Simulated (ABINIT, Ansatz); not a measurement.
# A GW chain in ABINIT: InF3 (R-3c), part 3 of 3

How does a plane-wave GW calculation on InF3 (R-3c) run from the first input to the gap?

ABINIT 10.8.3; LDA and many-body steps on it, plane waves. Known limits of the many-body steps: not at the basis limit; no spin-orbit coupling; coarse k mesh.

So far. Step 4 (Empty states on the mesh, 2×2×2 mesh, 106 bands): On this mesh the gap is 4.010 eV. Step 5 (Screening, 2×2×2 mesh, 98 bands, screening to 98 eV): Local fields lower ε∞ by 3 %. On a Γ-centred mesh this coarse the value itself is usually too large, while a short band sum pulls it down.

## 6. Self-energy, 2×2×2 mesh, 98 bands, screening to 98 eV

The self-energy is evaluated for the states that the input lists, and the levels follow from it, in one-shot runs by the linearised quasiparticle equation.

This step: G0W0 on LDA, plane waves, norm-conserving pseudopotentials.

run.abi

```
acell 3*1.0 Angstrom
rprim 
  2.602141182914 1.502346912402 4.907506134507
  -2.602141182914 1.502346912402 4.907506134507
  0.000000000000 -3.004693824873 4.907506134486
ntypat 2
znucl 49 9
natom 8
typat 1 1 2 2 2 2 2 2
xred 
  0.500000000000 0.500000000000 0.500000000000
  -0.000000000000 0.000000000000 0.000000000000
  0.395709220000 0.750000000000 0.104290780000
  0.750000000000 0.104290780000 0.395709220000
  0.895709220000 0.604290780000 0.250000000000
  0.250000000000 0.895709220000 0.604290780000
  0.604290780000 0.250000000000 0.895709220000
  0.104290780000 0.395709220000 0.750000000000
pp_dirpath "pseudos"
pseudos "In.upf, F.upf"
ecut 36
ngkpt 2 2 2
nshiftk 1
shiftk 0 0 0
kptopt 1
chksymbreak 0
istwfk *1
occopt 1
irdwfk 1
optdriver 4
nband 98
gwcalctyp 0
ecutsigx 36
symsigma 1
nkptgw 2
kptgw 
  0.5000000000 0.5000000000 0.0000000000
  0.0000000000 0.0000000000 0.0000000000
bdgw 
  41 44
  41 44
ecuteps 3.6
irdscr 1
ppmodel 1
indata_prefix "in"
outdata_prefix "out"
tmpdata_prefix "tmp"
```

The run is started by

```console
> OMP_NUM_THREADS=1 mpirun -n 4 abinit run.abi > log
```

Numbers of over 12 decimals in the logs are rounded to 6 here.

Output:

```text
.Version 10.8.3 of ABINIT. v10.8.2 released Aug 2026.

 Symmetries : space group R-3 c (#167); Bravais hR (rhombohedral)
[... echo of the input left out ...]
== DATASET  1 ==================================================================
-   mpi_nproc: 4, omp_nthreads: 1 (-1 if OMP is not activated)

--- !DatasetInfo
iteration_state: {dtset: 1, }
dimensions: {natom: 8, nkpt: 4, mband: 98, nsppol: 1, nspinor: 1, nspden: 1, mpw: 8026, }
cutoff_energies: {ecut:  36.0, pawecutdg:  -1.0, }
electrons: {nelect:   8.40000000E+01, charge:   0.00000000E+00, occopt:   1.00000000E+00, tsmear:   1.00000000E-02, }

 SIGMA: Calculation of the GW corrections

 Based on a program developped by R.W. Godby, V. Olevano, G. Onida, and L. Reining.
 Incorporated in ABINIT by V. Olevano, G.-M. Rignanese, and M. Torrent.
.Using double precision arithmetic ; gwpc =  8

[... cell and pseudopotentials left out ...]
--------------------------------------------------------------------------------

 ==== K-mesh for the wavefunctions ====
 Number of points in the irreducible wedge :     4
[... list of points left out ...]
 Together with 12 symmetry operations and time-reversal symmetry
 yields     8 points in the full Brillouin Zone.

 ==== Q-mesh for screening function ====
 Number of points in the irreducible wedge :     4
[... list of points left out ...]
 Together with 12 symmetry operations and time-reversal symmetry
 yields     8 points in the full Brillouin Zone.

 vcoul_init : cutoff-mode = AUXILIARY_FUNCTION
 q-points for optical limit:   1
     1)      0.000010    0.000020    0.000030
 setmesh: FFT mesh size selected  =    60x   60x   60
          total number of points  =       216000

 Number of electrons calculated from density =   84.0000; Expected =   84.0000
 average of density, n =  0.108136
 r_s =    1.3021
 omega_plasma =   31.7205 [eV]

 === KS Band Gaps ===
  >>>> For spin  1
   Minimum direct gap =   4.0423 [eV], located at k-point      :   0.0000  0.0000  0.0000
   Fundamental gap    =   4.0104 [eV], Top of valence bands at :   0.5000  0.5000  0.0000
                                       Bottom of conduction at :   0.0000  0.0000  0.0000
 SIGMA fundamental parameters:
 PLASMON POLE MODEL  1
 number of plane-waves for SigmaX                 7987
 number of plane-waves for SigmaC and W            265
 number of plane-waves for wavefunctions          7987
 number of bands                                    98
 number of independent spin polarizations            1
 number of spinorial components                      1
 number of k-points in IBZ                           4
 number of q-points in IBZ                           4
 number of symmetry operations                      12
 number of k-points in BZ                            8
 number of q-points in BZ                            8
 number of frequencies for dSigma/dE                 9
 frequency step for dSigma/dE [eV]                0.25
 number of omega for Sigma on real axis              0
 max omega for Sigma on real axis  [eV]           0.00
 zcut for avoiding poles [eV]                     0.10

 EPSILON^-1 parameters (SCR file):
 dimension of the eps^-1 matrix on file            265
 dimension of the eps^-1 matrix used               265
 number of plane-waves for wavefunctions          7987
 number of bands                                    98
 number of q-points in IBZ                           4
 number of frequencies                               2
 number of real frequencies                          1
 number of imag frequencies                          1

 matrix elements of self-energy operator (all in [eV])

 Perturbative Calculation

--- !SelfEnergy_ee
iteration_state: {dtset: 1, }
kpoint     : [   0.500,    0.500,    0.000, ]
spin       : 1
KS_gap     :    6.537
QP_gap     :   10.866
Delta_QP_KS:    4.330
data: !SigmaeeData |
     Band     E0 <VxcDFT>   SigX SigC(E0)      Z dSigC/dE  Sig(E)    E-E0       E
       41  -1.177 -23.607 -30.259   5.085   0.807  -0.239 -24.872  -1.265  -2.442
       42  -1.024 -22.916 -30.177   5.499   0.800  -0.251 -24.325  -1.408  -2.433
       43   5.512 -18.193 -12.791  -1.997   0.858  -0.166 -15.272   2.921   8.434
       44   7.061 -19.118 -13.026  -2.247   0.850  -0.176 -15.849   3.269  10.330

--- !SelfEnergy_ee
iteration_state: {dtset: 1, }
kpoint     : [   0.000,    0.000,    0.000, ]
spin       : 1
KS_gap     :    4.042
QP_gap     :    7.918
Delta_QP_KS:    3.876
data: !SigmaeeData |
     Band     E0 <VxcDFT>   SigX SigC(E0)      Z dSigC/dE  Sig(E)    E-E0       E
       41  -1.056 -22.753 -30.085   5.542   0.799  -0.252 -24.182  -1.429  -2.486
       42  -1.056 -22.753 -30.085   5.542   0.799  -0.252 -24.182  -1.429  -2.486
       43   2.986 -14.999 -10.116  -2.081   0.873  -0.145 -12.552   2.447   5.433
       44   8.395 -19.924 -13.228  -2.477   0.841  -0.189 -16.376   3.548  11.943

== END DATASET(S) ==============================================================
================================================================================

 -outvars: echo values of variables after computation  --------
           etotal      0.0000000000E+00
            nband          98
             nkpt           4
          spgroup         167
 [... the other variables as echoed above ...]

 Calculation completed.
```

Wall time 6.6 s (4 MPI ranks of Arm Neoverse V2, shared host); peak memory 1.3 GiB; 26 s of CPU time.

Numbers from this step:

- G0W0 gap on the points computed: 7.866 eV
- starting gap on the mesh: 4.010 eV
- k of the valence top: 0.5, 0.5, 0
- k of the conduction bottom: 0, 0, 0
- Z at the valence top: 0.8
- Z at the conduction bottom: 0.873
- least direct G0W0 gap on the computed points: 7.919 eV

The gap on the mesh goes from 4.01 eV to 7.87 eV, a correction of +3.86 eV.

Limits: finite bands, cutoff and mesh; no spin-orbit coupling; coarse k mesh. v1 is the top filled band, c1 the lowest empty one. Levels before and after the correction, in eV, zero at the valence-band top of each column:

```tsv
	conduction bottom	valence top
Kohn-Sham	4.01	0.00
G0W0	7.87	0.00
```

```tsv
	level	energy (eV)
Kohn-Sham	(0.5 0.5 0) v2	-0.152
Kohn-Sham	(0.5 0.5 0) v1	0.000
Kohn-Sham	(0.5 0.5 0) c1	6.537
Kohn-Sham	(0.5 0.5 0) c2	8.086
Kohn-Sham	Γ v2-v1	-0.032
Kohn-Sham	Γ c1	4.010
Kohn-Sham	Γ c2	9.419
G0W0	(0.5 0.5 0) v2	-0.009
G0W0	(0.5 0.5 0) v1	0.000
G0W0	(0.5 0.5 0) c1	10.867
G0W0	(0.5 0.5 0) c2	12.763
G0W0	Γ v2-v1	-0.053
G0W0	Γ c1	7.866
G0W0	Γ c2	14.376
```

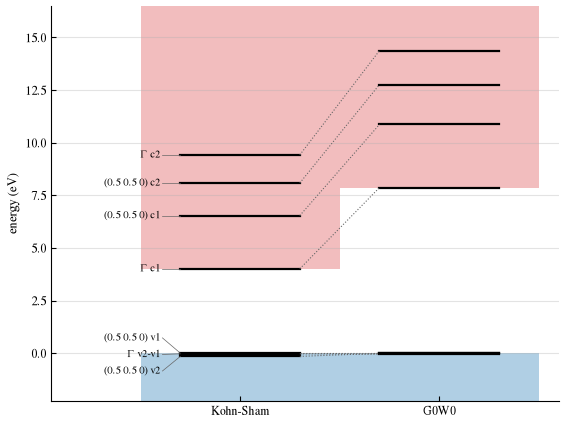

Levels before and after the correction. Shaded: valence and conduction bands.

## 7. Where the time went

Times are wall times on 4 MPI ranks of Arm Neoverse V2, shared host, good to a factor of about two.

```tsv
step	time	share	memory (GiB)
ground state	2.9 min	56 %	0.68
bands along the symmetry lines	74 s	24 %	0.56
empty states on the mesh	29 s	9 %	0.46
screening	27 s	9 %	1.6
self-energy	6.6 s	2 %	1.3
```

## 8. Outcome

| Quantity | Value |
| --- | --- |
| LDA gap | 4.01 eV, indirect (only 32 meV under the direct gap) |
| G0W0 gap on the mesh | 7.87 eV |
| GW settings | 2×2×2 mesh, 98 bands, screening to 98 eV, Godby-Needs plasmon pole |
| known limits | not at the basis limit; no spin-orbit coupling; coarse k mesh |

G0W0 moves the gap on the mesh from 4.01 eV to 7.87 eV (+3.86 eV), with Z of 0.80 and 0.87 at the edges. Local fields lower the RPA ε∞ on this mesh from 2.49 to 2.40; a Γ-centred mesh this coarse tends to raise both, most where the direct gap is narrow, while a short band sum lowers them. Only 2 of the mesh's irreducible points were corrected, so a valley elsewhere could overtake. The dearest step here is «ground state». Bands and cutoff are finite, so the gap is not at the basis limit. The miss can reach some tenths of an eV and take either sign; the mesh is an error of its own. In the G0W0 run levels were corrected at 2 k points alone, so a gap called «on the mesh» is the least over those, and an edge elsewhere would be missed. The 2×2×2 mesh is coarse for this cell, which bears on the long-range parts of exchange and screening. The many-body steps are scalar-relativistic: spin-orbit coupling is not in them.

[Paths, hosts, dates, memory and timing lines, banners, echoed tables and standing remarks are left out of the program output.]

[Logs are printed without paths, hosts, clocks, repeated set-up lines and the standing remarks that a program may print on its own settings, such as how far it seeks lower states.]

[Runs of the session that timed out or met a known fault of the program may be left out.]

[Hosts, paths, dates, database ids (printed as entryN), source tags and the programs' standing remarks are cut or masked in the printed files.]

[G0W0 gaps are taken among the corrected bands and points alone; a level outside them can change the order at an edge.]

[Where Ansatz stands beside ABINIT at settings called matched, ABINIT's density can come from a denser mesh and the files from another edition; pairs whose starting gaps differed by over 0.03 eV were left out, so agreement reads better than it is.]
